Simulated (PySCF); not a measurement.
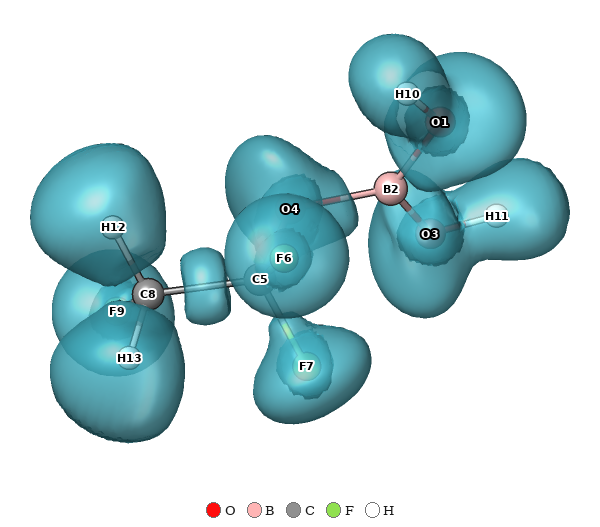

*C₂H₄BF₃O₃ (SMILES OB(O)OC(F)(F)CF). Isosurface of the ELF at 0.75 (cyan), seen at an oblique angle. Core shells and regions of very low density are left out.*

Geometry: GFN2-xTB.

Level of theory: PBE0/pcSseg-1, SCF density, gas phase, non-relativistic in PySCF 2.14.0.

| atom | x (Å) | y (Å) | z (Å) |
| --- | --- | --- | --- |
| O | 2.1362 | 0.6197 | 1.3334 |
| B | 1.5736 | 0.4953 | 0.1197 |
| O | 2.2989 | 0.3814 | -0.9911 |
| O | 0.1569 | 0.5694 | -0.0243 |
| C | -0.6493 | -0.4731 | -0.0168 |
| F | -0.7037 | -1.0370 | 1.2555 |
| F | -0.1955 | -1.5065 | -0.7786 |
| C | -2.0948 | -0.1268 | -0.3957 |
| F | -2.1363 | 0.4858 | -1.6074 |
| H | 1.5482 | 0.6820 | 2.0861 |
| H | 3.2498 | 0.3953 | -0.8771 |
| H | -2.5011 | 0.5623 | 0.3504 |
| H | -2.6829 | -1.0478 | -0.4542 |

> Where are the electrons localised?

The surface consists of one region between bonded C–C atoms (shared pairs), two regions around hydrogen nuclei, three regions on F in which the atom's valence shell and bonds are merged, one region on O in which the atom's valence shell and bonds are merged and two joined regions spread over several atoms (H, O), in which their bonds and any lone pairs are merged. Profiles from the grid: C–O (1.32 Å): the ELF peaks at about 0.90 between the atoms: a polar covalent bond. B–O (1.33 Å): the ELF peaks at about 0.90 between the atoms (a short, strongly polar bond).
